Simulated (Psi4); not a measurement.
# A workflow on SiSe (SMILES [Si][Se]), part 2 of 2

Psi4 1.11. Earlier steps stand in the parts before.

## Step 4: The doublet cation: a geometry optimisation at UB3LYP-D4/cc-pVTZ (density fitting) (run 3)

sesi.xyz

```xyz
2
SeSi
Si     0.000000     0.000000     0.034194
Se     0.000000     0.000000     2.112559
```

job.py

```python
import psi4

psi4.set_memory(1600000000)
psi4.set_num_threads(1)
psi4.set_output_file('sesi.out', False)

with open('sesi.xyz') as f:
    atoms = ''.join(f.readlines()[2:])
geom = psi4.geometry('1 2\n' + atoms + 'symmetry c1')

psi4.set_options({
    'basis': 'cc-pVTZ',
    'reference': 'uks',
})

e_tot, wfn = psi4.optimize('b3lyp-d4', return_wfn=True)
print(f'b3lyp-d4 energy: {e_tot:.10f} Eh')
print(geom.to_string(dtype='xyz', units='Angstrom'))
```

On the command line:

```sh
$ python job.py
```

sesi.out:

```text
Psi4 1.11 release

gradient() will perform analytic gradient computation.

   => Loading Basis Set <=

    Name: CC-PVTZ
    Role: ORBITAL
    Keyword: BASIS

   => B3LYP-D4(BJ,EEQ)ATM: Empirical Dispersion <=

        a1 =       0.408680
        a2 =       4.538071
       alp =      16.000000
        s6 =       1.000000
        s8 =       2.029294
        s9 =       1.000000
        ga =       3.000000
        gc =       2.000000
        wf =       6.000000

         ---------------------------------------------------------
                                   SCF
                              UKS Reference
                        1 Threads,   1525 MiB Core
         ---------------------------------------------------------

  ==> Geometry <==

    Molecular point group: c1
    Full point group: C_inf_v

    Geometry (in Angstrom), charge = 1, multiplicity = 2:

       Center              X                  Y                   Z               Mass
    ------------   -----------------  -----------------  -----------------  -----------------
         SI           0.000000000000     0.000000000000    -1.539441962367    27.976926534650
         SE           0.000000000000     0.000000000000     0.538923037633    79.916521800000

  Running in c1 symmetry.

  Rotational constants: A = ************  B =      0.18833  C =      0.18833 [cm^-1]
  Rotational constants: A = ************  B =   5645.88537  C =   5645.88537 [MHz]
  Nuclear repulsion =  121.195435969581894

  Charge       = 1
  Multiplicity = 2
  Electrons    = 47
  Nalpha       = 24
  Nbeta        = 23

  ==> Algorithm <==

  SCF Algorithm Type is DF.
  DIIS enabled.
  MOM disabled.
  Fractional occupation disabled.
  Guess Type is SAD.
  Energy threshold   = 1.00e-08
  Density threshold  = 1.00e-08
  Integral threshold = 1.00e-12

  ==> Primary Basis <==

  Basis Set: CC-PVTZ
    Blend: CC-PVTZ
    Number of shells: 27
    Number of basis functions: 77
    Number of Cartesian functions: 88
    Spherical Harmonics?: true
    Max angular momentum: 3

  ==> DFT Potential <==

   => LibXC <=

    Version 7.1.2

   => Composite Functional: B3LYP-D4BJEEQATM <=

    B3LYP-d4bjeeqatm Hyb-GGA Exchange-Correlation Functional

    Deriv               =              1
    GGA                 =           TRUE
    Meta                =          FALSE

    Exchange Hybrid     =           TRUE
    MP2 Hybrid          =          FALSE

   => Exchange Functionals <=

    0.0800   Slater exchange
    0.7200         Becke 88

   => Exact (HF) Exchange <=

    0.2000               HF

   => Correlation Functionals <=

    0.1900   Vosko, Wilk & Nusair (VWN5_RPA)
    0.8100   Lee, Yang & Parr

   => LibXC Density Thresholds  <==

    XC_HYB_GGA_XC_B3LYP:  1.00E-15

   => Molecular Quadrature <=

    Radial Scheme          =       TREUTLER
    Pruning Scheme         =           NONE
    Nuclear Scheme         =       TREUTLER

    Blocking Scheme        =         OCTREE
    BS radius alpha        =              1
    Pruning alpha          =              1
    Radial Points          =             75
    Spherical Points       =            302
    Total Points           =          41517
    Total Blocks           =            384
    Max Points             =            256
    Max Functions          =             77
    Weights Tolerance      =       1.00E-15

   => Loading Basis Set <=

    Name: (CC-PVTZ AUX)
    Role: JKFIT
    Keyword: DF_BASIS_SCF

  ==> Integral Setup <==

  DFHelper Memory: AOs need 0.017 GiB; user supplied 1.029 GiB.
  SCF_SUBTYPE=INCORE selected. In-core MEM_DF algorithm will be used.
  Using in-core AOs.

  ==> MemDFJK: Density-Fitted J/K Matrices <==

    J tasked:                   Yes
    K tasked:                   Yes
    wK tasked:                   No
    Memory [MiB]:              1053
    Algorithm:                 Core
    Schwarz Cutoff:           1E-12
    Mask sparsity (%):       0.0000
    Fitting Condition:        1E-10

   => Auxiliary Basis Set <=

  Basis Set: (CC-PVTZ AUX)
    Blend: CC-PVTZ-JKFIT
    Number of shells: 88
    Number of basis functions: 328
    Number of Cartesian functions: 414
    Spherical Harmonics?: true
    Max angular momentum: 4

  Cached 100.0% of DFT collocation blocks in 0.089 [GiB].

  Minimum eigenvalue in the overlap matrix is 2.5538185892E-03.
  Reciprocal condition number of the overlap matrix is 6.7278905780E-04.
    Using symmetric orthogonalization.

  ==> Pre-Iterations <==

  SCF Guess: Superposition of Atomic Densities via on-the-fly atomic UHF (no occupation information).

   -------------------------
    Irrep   Nso     Nmo
   -------------------------
     A         77      77
   -------------------------
    Total      77      77
   -------------------------

  ==> Iterations <==

                           Total Energy        Delta E     RMS |[F,P]|

   @DF-UKS iter SAD: -2688.45674458149415   -2.68846e+03   0.00000e+00
[... 1 line left out ...]
   @DF-UKS iter   2: -2686.84113556660668    3.14104e+00   3.39902e-02 ADIIS/DIIS
[... 1 line left out ...]
   @DF-UKS iter   4: -2690.29552168542568    2.17614e-01   1.03978e-02 ADIIS/DIIS
[... 1 line left out ...]
   @DF-UKS iter   6: -2690.79847886290327   -4.59314e-02   4.32569e-04 ADIIS/DIIS
[... 1 line left out ...]
   @DF-UKS iter   8: -2690.79940232162880   -8.36832e-05   3.86612e-05 DIIS
[... 1 line left out ...]
   @DF-UKS iter  10: -2690.79942552941429   -7.09367e-06   8.08128e-06 DIIS
[... 1 line left out ...]
   @DF-UKS iter  12: -2690.79942746752477   -1.58262e-07   3.67035e-07 DIIS
[... 1 line left out ...]
   @DF-UKS iter  14: -2690.79942746928600   -1.60526e-10   2.86065e-08 DIIS
[... 1 line left out ...]
  Energy and wave function converged.
[... 9 lines left out ...]
   @S^2 Expected:                7.500000000E-01
[... 1 line left out ...]
   @S   Expected:                5.000000000E-01
[... 37 lines left out ...]
    Final Occupation by Irrep:
[... 10 lines left out ...]
    Nuclear Repulsion Energy =            121.1954359695818937
[... 1 line left out ...]
    Two-Electron Energy =                1247.7952393724979174
[... 1 line left out ...]
    Empirical Dispersion Energy =          -0.0027397135443925
[... 1 line left out ...]
    Total Energy =                      -2690.7994274692914587
[... 24 lines left out ...]
 Dipole Y            :          0.0000000            0.0000000            0.0000000
[... 71 lines left out ...]
    Weights Tolerance      =       1.00E-15
[... 35 lines left out ...]
	Measures of convergence in internal coordinates in au.
[... 6 lines left out ...]
	  Convergence Criteria     1.00e-06 *    3.00e-04 *             o    1.20e-03 *             o~
[... 111 lines left out ...]
                           Total Energy        Delta E     RMS |[F,P]|
[... 2 lines left out ...]
   @DF-UKS iter   1: -2690.79949881174798    8.20059e-03   6.80962e-05 DIIS
[... 1 line left out ...]
   @DF-UKS iter   3: -2690.79951674931635   -8.87605e-05   3.66439e-05 DIIS
[... 1 line left out ...]
   @DF-UKS iter   5: -2690.79952250754695   -1.34005e-07   1.38274e-06 DIIS
[... 1 line left out ...]
   @DF-UKS iter   7: -2690.79952254061300   -6.21549e-09   1.83695e-07 DIIS
[... 1 line left out ...]
   @DF-UKS iter   9: -2690.79952254235559   -4.38376e-10   2.53180e-08 DIIS
[... 1 line left out ...]
  Energy and wave function converged.
[... 9 lines left out ...]
   @S^2 Expected:                7.500000000E-01
[... 1 line left out ...]
   @S   Expected:                5.000000000E-01
[... 2 lines left out ...]
    Final Occupation by Irrep:
[... 10 lines left out ...]
    Nuclear Repulsion Energy =            121.9565823739955306
[... 1 line left out ...]
    Two-Electron Energy =                1248.5506310315176961
[... 1 line left out ...]
    Empirical Dispersion Energy =          -0.0027404249435162
[... 1 line left out ...]
    Total Energy =                      -2690.7995225423651391
[... 24 lines left out ...]
 Dipole Y            :          0.0000000            0.0000000            0.0000000
[... 40 lines left out ...]
    Weights Tolerance      =       1.00E-15
[... 35 lines left out ...]
	Measures of convergence in internal coordinates in au.
[... 6 lines left out ...]
	  Convergence Criteria     1.00e-06 *    3.00e-04 *             o    1.20e-03 *             o
[... 65 lines left out ...]
   @DF-UKS iter   0: -2690.80125306001264   -2.69080e+03   1.08507e-04
[... 1 line left out ...]
   @DF-UKS iter   2: -2690.79952089021663    3.26360e-06   3.14803e-05 DIIS
[... 1 line left out ...]
   @DF-UKS iter   4: -2690.79952522280428   -2.52060e-07   9.68811e-07 DIIS
[... 1 line left out ...]
   @DF-UKS iter   6: -2690.79952523006978   -1.18962e-09   1.07760e-07 DIIS
[... 1 line left out ...]
   @DF-UKS iter   8: -2690.79952523040083   -5.54792e-11   1.83913e-08 DIIS
[... 1 line left out ...]
  Energy and wave function converged.
[... 8 lines left out ...]
   @Spin Contamination Metric:   6.416105703E-03
   @S^2 Expected:                7.500000000E-01
   @S^2 Observed:                7.564161057E-01
   @S   Expected:                5.000000000E-01
   @S   Observed:                5.000000000E-01

    Orbital Energies [Eh]
    ---------------------

    Alpha Occupied:

       1A   -454.173965     2A    -66.495748     3A    -58.358296
       4A    -52.412140     5A    -52.408936     6A    -52.408936
       7A     -8.093156     8A     -6.039472     9A     -6.029244
[... 4 lines of this table left out ...]
      22A     -0.564451    23A     -0.527488    24A     -0.527488

    Alpha Virtual:

      25A     -0.344190    26A     -0.344190    27A     -0.206366
      28A     -0.088140    29A     -0.049560    30A     -0.049560
      31A     -0.046284    32A     -0.046284    33A     -0.016608
[... 14 lines of this table left out ...]
      76A      2.348564    77A      3.331740

    Beta Occupied:

       1A   -454.172869     2A    -66.492643     3A    -58.357719
       4A    -52.409547     5A    -52.408561     6A    -52.408561
       7A     -8.091440     8A     -6.034278     9A     -6.028656
[... 4 lines of this table left out ...]
      22A     -0.522016    23A     -0.522016

    Beta Virtual:

      24A     -0.463298    25A     -0.329812    26A     -0.329812
      27A     -0.181799    28A     -0.078495    29A     -0.041706
      30A     -0.041706    31A     -0.034352    32A     -0.034352
[... 14 lines of this table left out ...]
      75A      1.968749    76A      2.356235    77A      3.341497

    Final Occupation by Irrep:
              A
    DOCC [    23 ]
    SOCC [     1 ]
    NA   [    24 ]
    NB   [    23 ]

  @DF-UKS Final Energy: -2690.79952523041948

   => Energetics <=

    Nuclear Repulsion Energy =            122.1192615631127438
    One-Electron Energy =               -3974.9425043679852934
    Two-Electron Energy =                1248.7121129179211039
    DFT Exchange-Correlation Energy =     -86.6856547710438150
    Empirical Dispersion Energy =          -0.0027405724240588
    VV10 Nonlocal Energy =                  0.0000000000000000
    Total Energy =                      -2690.7995252304199312

  UHF NO Occupations:
  HONO-2 :   22  A 1.9997160
  HONO-1 :   23  A 1.9975423
  HONO-0 :   24  A 1.0000000
  LUNO+0 :   25  A 0.0024577
  LUNO+1 :   26  A 0.0002840
  LUNO+2 :   27  A 0.0002327
  LUNO+3 :   28  A 0.0002327

Computation Completed

Properties will be evaluated at   0.000000,   0.000000,   0.000000 [a0]

Properties computed using the SCF density matrix

 Multipole Moments:

 ------------------------------------------------------------------------------------
     Multipole            Electronic (a.u.)      Nuclear  (a.u.)        Total (a.u.)
 ------------------------------------------------------------------------------------

 L = 1.  Multiply by 2.5417464519 to convert [e a0] to [Debye]
 Dipole X            :         -0.0000000            0.0000000           -0.0000000
 Dipole Y            :          0.0000000            0.0000000            0.0000000
 Dipole Z            :          4.1656905           -6.0553977           -1.8897072
 Magnitude           :                                                    1.8897072

 ------------------------------------------------------------------------------------

	total time  =          4 seconds =       0.07 minutes

         ------------------------------------------------------------
                                   SCF GRAD
         ------------------------------------------------------------

  ==> Geometry <==

    Molecular point group: c1
    Full point group: C_inf_v

    Geometry (in Angstrom), charge = 1, multiplicity = 2:

       Center              X                  Y                   Z               Mass
    ------------   -----------------  -----------------  -----------------  -----------------
         SI           0.000000000000     0.000000000000    -1.527796167376    27.976926534650
         SE           0.000000000000     0.000000000000     0.534846114069    79.916521800000

  Nuclear repulsion =  122.119261563112744

   => Molecular Quadrature <=

    Radial Scheme          =       TREUTLER
    Pruning Scheme         =           NONE
    Nuclear Scheme         =       TREUTLER

    Blocking Scheme        =         OCTREE
    BS radius alpha        =              1
    Pruning alpha          =              1
    Radial Points          =             75
    Spherical Points       =            302
    Total Points           =          41525
    Total Blocks           =            384
    Max Points             =            255
    Max Functions          =             77
    Weights Tolerance      =       1.00E-15

  -Total Gradient:
     Atom            X                  Y                   Z
    ------   -----------------  -----------------  -----------------
       1        0.000000000000     0.000000000000     0.000081668063
       2       -0.000000000001     0.000000000001    -0.000010639897

	total time  =          3 seconds =       0.05 minutes

    			-----------------------------------------

    			 OPTKING 3.0: for geometry optimizations

    			        with contributions from

    			-----------------------------------------

	                            ===> Fragment 1 <==

	 Z (Atomic Numbers)          Masses                          Geom
	      14.000000            27.976927          0.00000000  0.00000000 -2.88711633
	      34.000000            79.916522          0.00000000  0.00000000  1.01071267

	 - Coordinate -           - BOHR/RAD -       - ANG/DEG -
	 R(1,2)           =         3.897829           2.062642

	        --- Internal Coordinate Step in ANG or DEG, aJ/ANG or AJ/DEG ---
	-------------------------------------------------------------------------------
	           Coordinate      Previous         Force          Change          New
	           ----------      --------        ------          ------        ------
	               R(1,2)       2.06264        0.00038        0.00011       2.06275
	-------------------------------------------------------------------------------

	                                 ==> Convergence Check <==

	Measures of convergence in internal coordinates in au.

	Criteria marked as inactive (o), active & met (*), and active & unmet ( ).

	----------------------------------------------------------------------------------------------
	   Step    Total Energy     Delta E     Max Force     RMS Force      Max Disp      RMS Disp
	----------------------------------------------------------------------------------------------
	  Convergence Criteria     1.00e-06 *    3.00e-04 *             o    1.20e-03 *             o
	----------------------------------------------------------------------------------------------
	     3   -2690.79952523   -2.69e-06      4.62e-05 *    4.62e-05 o    2.06e-04 *    2.06e-04 o  ~
	----------------------------------------------------------------------------------------------

Next Geometry in Ang
	Fragment 1 (Ang)

	   Si   0.0000000000   0.0000000000  -1.5278506440
	   Se   0.0000000000   0.0000000000   0.5349005907

    Final optimized geometry and variables:
    Molecular point group: c1
    Full point group: C_inf_v

    Geometry (in Angstrom), charge = 1, multiplicity = 2:

    SI           0.000000000000     0.000000000000    -1.527796167376
    SE           0.000000000000     0.000000000000     0.534846114069

[set-up sections that repeat, and orbital energies of the middle runs, are left out above]
```

On the terminal:

```text
Optimizer: Optimization complete!
b3lyp-d4 energy: -2690.7995252304 Eh
2
1 2 SeSi
Si                    0.000000000000     0.000000000000    -1.527796167376
Se                    0.000000000000     0.000000000000     0.534846114069
```

Wall time 27 s (1 thread of Intel Xeon Platinum 8375C at 2.90GHz (Ice Lake), shared host); peak memory 0.78 GiB.

Step by step:

```csv
step,energy from the first frame kept (eV),largest force (eV/Å)
0,0.0000,0.3417
1,-0.0026,0.0613
2,-0.0027,0.0042
```

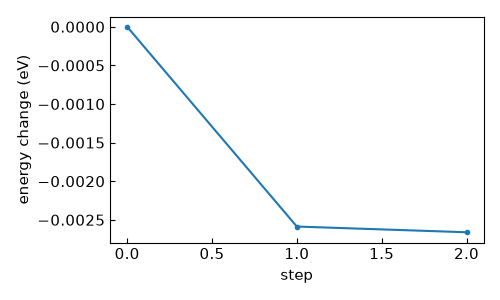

Energy along the run.

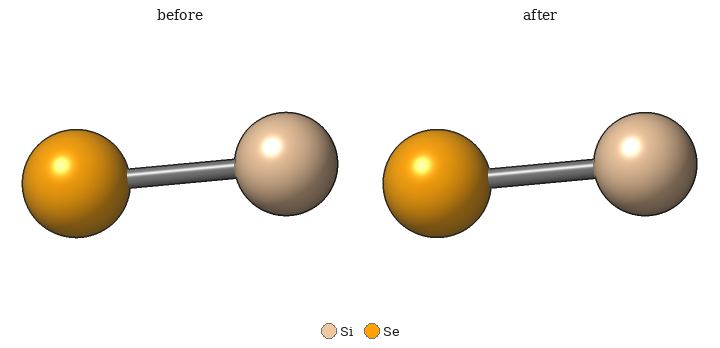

Before and after, at one scale.

After the run. Bond lengths: Si1–Se2 2.063 Å.

## Step 5: The energy at B3LYP-D4/cc-pVTZ (density fitting) (run 4)

sesi.in

```
memory 1.6 GB

molecule {
  0 1
  Si
  Se 1 2.062642
  symmetry c1
}


energy("b3lyp-d4/cc-pVTZ")
print_variables()
```

On the command line:

```sh
$ psi4 -n 1 sesi.in sesi.out
```

sesi.out (excerpt; [...] marks lines left out):

```text
[...]
  Running in c1 symmetry.
[...]
  Nuclear repulsion =  122.119278226139116
[...]
  Multiplicity = 1
[...]
  Nalpha       = 24
  Nbeta        = 24
[...]
    Number of basis functions: 77
[...]
   @DF-RKS iter   1: -2690.36064540136294   -1.88689e+00   2.30302e-02 ADIIS/DIIS
[...]
   @DF-RKS iter  10: -2691.17022109155505   -3.42147e-08   3.97313e-07 DIIS
[...]
    Orbital Energies [Eh]
    ---------------------
    Doubly Occupied:
       1A   -453.889926     2A    -66.186120     3A    -58.076501
       4A    -52.127957     5A    -52.127957     6A    -52.127317
       7A     -7.811844     8A     -5.751696     9A     -5.751696
      10A     -5.750633    11A     -5.324779    12A     -3.684279
      13A     -3.684279    14A     -3.678864    15A     -2.105540
      16A     -2.105523    17A     -2.105478    18A     -2.104824
      19A     -2.104824    20A     -0.694084    21A     -0.439783
      22A     -0.278619    23A     -0.278619    24A     -0.278030
[...]
  @DF-RKS Final Energy: -2691.17022109155505
   => Energetics <=
    Nuclear Repulsion Energy =            122.1192782261391159
    One-Electron Energy =               -3988.4597612983188810
    Two-Electron Energy =                1262.0915908339075031
    DFT Exchange-Correlation Energy =     -86.9183300125556428
    Empirical Dispersion Energy =          -0.0029988407271531
    VV10 Nonlocal Energy =                  0.0000000000000000
    Total Energy =                      -2691.1702210915550495
[...]
 Multipole Moments:
 ------------------------------------------------------------------------------------
     Multipole            Electronic (a.u.)      Nuclear  (a.u.)        Total (a.u.)
 ------------------------------------------------------------------------------------
 L = 1.  Multiply by 2.5417464519 to convert [e a0] to [Debye]
 Dipole X            :         -0.0000000            0.0000000           -0.0000000
 Dipole Y            :         -0.0000000            0.0000000           -0.0000000
 Dipole Z            :          5.4880687           -6.0553969           -0.5673282
 Magnitude           :                                                    0.5673282
[...]
```

Wall time 7.8 s (1 thread of Intel Xeon Platinum 8375C at 2.90GHz (Ice Lake), shared host); peak memory 0.7 GiB.

## Step 6: What came out

The summary covers parts 1 to 2.

| quantity | value |
| --- | --- |
| run 1, B3LYP-D4/cc-pVTZ: total energy at the end | -2691.17033 Eh |
| run 1, B3LYP-D4/cc-pVTZ: dipole moment | 1.50 D |
| run 1, B3LYP-D4/cc-pVTZ: HOMO energy | -7.54 eV |
| run 1, B3LYP-D4/cc-pVTZ: LUMO energy | -2.62 eV |
| run 1, B3LYP-D4/cc-pVTZ: HOMO–LUMO gap | 4.92 eV |
| run 1, B3LYP-D4/cc-pVTZ: bond length | 2.078 Å |
| run 1, B3LYP-D4/cc-pVTZ: dispersion energy | -7.87 kJ/mol |
| doublet cation, run 2: total energy | -2690.79943 Eh |
| doublet cation, run 2: HOMO energy (highest over α and β) | -14.16 eV |
| doublet cation, run 2: LUMO energy (lowest over α and β) | -12.61 eV |
| doublet cation, run 2: dispersion energy | -7.19 kJ/mol |
| doublet cation, run 2: ⟨S²⟩ | 0.756 |
| doublet cation, run 3: total energy at the end | -2690.79953 Eh |
| doublet cation, run 3: HOMO energy (highest over α and β) | -14.20 eV |
| doublet cation, run 3: LUMO energy (lowest over α and β) | -12.61 eV |
| doublet cation, run 3: bond length | 2.063 Å |
| doublet cation, run 3: dispersion energy | -7.20 kJ/mol |
| doublet cation, run 3: ⟨S²⟩ | 0.756 |
| run 4, B3LYP-D4/cc-pVTZ: total energy | -2691.17022 Eh |
| run 4, B3LYP-D4/cc-pVTZ: dipole moment | 1.44 D |
| run 4, B3LYP-D4/cc-pVTZ: HOMO energy | -7.57 eV |
| run 4, B3LYP-D4/cc-pVTZ: LUMO energy | -2.59 eV |
| run 4, B3LYP-D4/cc-pVTZ: HOMO–LUMO gap | 4.98 eV |
| adiabatic ionisation energy (to the doublet cation, no zero-point term) | 10.090 eV |

In words: The adiabatic ionisation energy (to the doublet cation, no zero-point term) is 10.09 eV (974 kJ/mol). The optimisation (run 1, B3LYP-D4/cc-pVTZ) took 2 steps and changed the energy by -0.026 eV. The optimisation (doublet cation, run 3) took 3 steps and changed the energy by -0.003 eV.
